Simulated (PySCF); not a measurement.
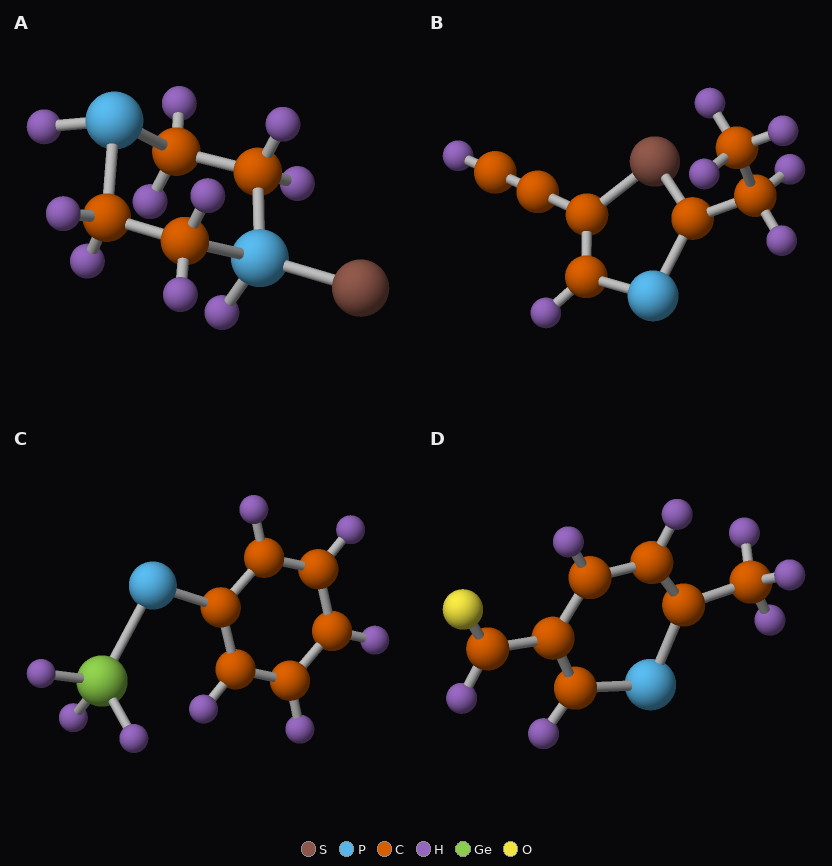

The picture comes from a calculation with PySCF.

> Which panel belongs to which SMILES?
(1) [GeH3][P-]c1ccccc1
(2) C#Cc1cpc(CC)s1
(3) Cc1ccc(C=O)cp1
(4) S=[PH]1CCPCC1

A is (4), B is (2), C is (1), D is (3).
